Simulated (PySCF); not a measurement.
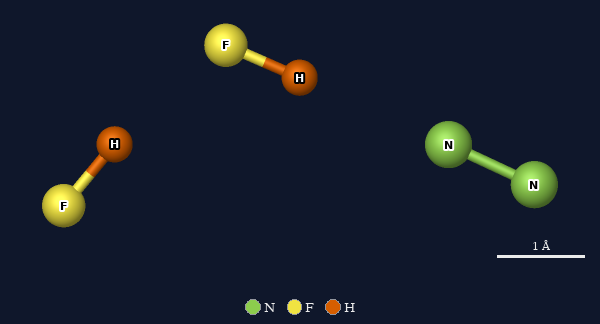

Figure 1. The input geometry (ball-and-stick view, seen on its broad side).

Frequency calculation, with input and output: N$_{2}$H$_{2}$F$_{2}$

- system: N$_{2}$H$_{2}$F$_{2}$, SMILES N#N.F.F
- method: PBE0-D3(BJ)/def2-SVPD harmonic vibrations by differences of gradients, gas phase (PySCF 2.14.0)

The geometry comes from this level: PBE0-D3(BJ)/def2-SVPD.

### The program's output
```
coarse grid: 5536 points
cycle   1  E = -309.8003497399  dE =  6.650e-02  |g| = 6.058e-01  |ddm| = 2.674e+00
cycle   2  E = -309.7525177522  dE =  4.783e-02  |g| = 8.400e-01  |ddm| = 8.830e-01
cycle   3  E = -309.8629686996  dE = -1.105e-01  |g| = 9.814e-02  |ddm| = 4.814e-01
cycle   4  E = -309.8638517987  dE = -8.831e-04  |g| = 6.983e-02  |ddm| = 1.064e-01
cycle   5  E = -309.8647915998  dE = -9.398e-04  |g| = 5.808e-03  |ddm| = 4.578e-02
cycle   6  E = -309.8647981059  dE = -6.506e-06  |g| = 1.731e-03  |ddm| = 6.638e-03
final grid: 55936 points
cycle   7  E = -309.8939830159  dE = -2.734e-05  |g| = 4.827e-03  |ddm| = 2.547e-02
cycle   8  E = -309.8939801821  dE =  2.834e-06  |g| = 6.530e-03  |ddm| = 7.905e-03
cycle   9  E = -309.8939869300  dE = -6.748e-06  |g| = 1.454e-03  |ddm| = 4.371e-03
cycle  10  E = -309.8939872873  dE = -3.573e-07  |g| = 5.420e-04  |ddm| = 1.146e-03
cycle  11  E = -309.8939873429  dE = -5.562e-08  |g| = 6.965e-05  |ddm| = 4.279e-04
cycle  12  E = -309.8939873438  dE = -9.328e-10  |g| = 2.210e-05  |ddm| = 6.927e-05
```

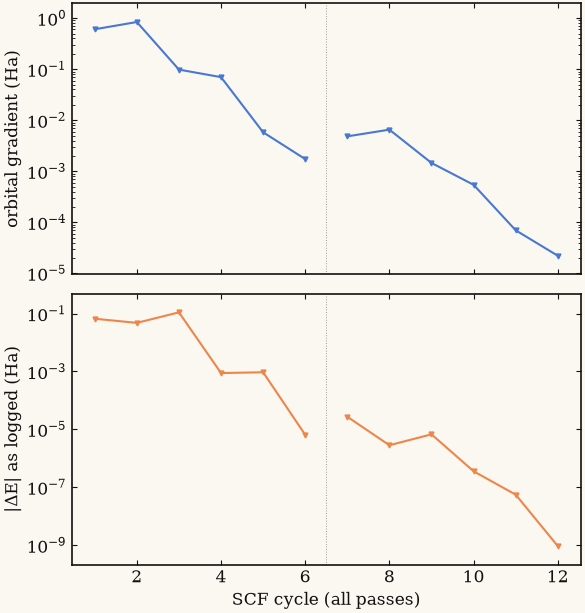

Figure 2. Convergence of the self-consistent field: orbital gradient and size of the energy change against the SCF cycle. The dotted line marks the change from a coarse to the final integration grid. The first 6 cycles use a coarse grid, the final grid takes over at cycle 7, and the field converges after 12 cycles in all.

```
converged SCF energy = -309.8939873438

mode    cm-1     km/mol
  1      22.8      2.70
  2     112.2      5.27
  3     122.3      2.68
  4     153.3     12.82
  5     217.2      5.34
  6     498.4    125.24
  7     525.6      0.02
  8     578.7    247.63
  9     710.7    141.39
 10    2536.1      5.28
 11    3877.8   1074.54
 12    3945.3    367.56
```

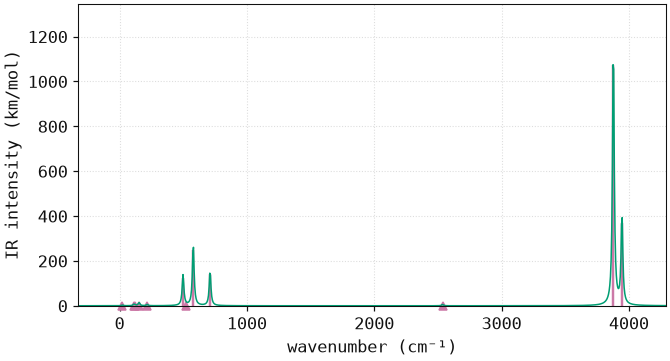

Figure 3. Harmonic infrared spectrum, unscaled: sticks (degenerate modes added up, dark ones marked on the axis) with a Lorentzian envelope of 16 cm⁻¹ full width, scaled to the tallest stick. 12 modes from 23 to 3945 cm⁻¹, none imaginary. The strongest line is at 3878 cm⁻¹ (1075 km/mol). All modes, in cm⁻¹ (km/mol): 23 (2.7), 112 (5.3), 122 (2.7), 153 (12.8), 217 (5.3), 498 (125), 526 (0.0), 579 (248), 711 (141), 2536 (5.3), 3878 (1075), 3945 (368).

The run was set up as follows.

### The input
```
{"job": {"kind": "irdft", "xc": "PBE0", "basis": "def2-SVPD", "disp": "d3bj", "grid": 2}, "charge": 0, "multiplicity": 1, "parts": [{"atoms": "0-1", "charge": 0, "multiplicity": 1}, {"atoms": "2-3", "charge": 0, "multiplicity": 1}, {"atoms": "4-5", "charge": 0, "multiplicity": 1}]}
N      0.452519    -0.237203     0.239714
N     -0.549456     0.096404    -0.053198
F      3.032080    -1.128179     0.956047
H      2.180488    -0.830087     0.723309
F      3.982561    -2.849902    -0.838105
H      3.728271    -2.259416    -0.165621
```

The first line tells a small driver script what to run in PySCF; the rest is the geometry in Å.

Run as:
```bash
OMP_NUM_THREADS=1 python <driver script> task.json out
```

### Key numbers

- outcome: converged
- total energy: −309.893987 hartree
- hardware: 1 CPU thread, shared host
- wall time: 92 s
- peak memory: 0.47 GiB
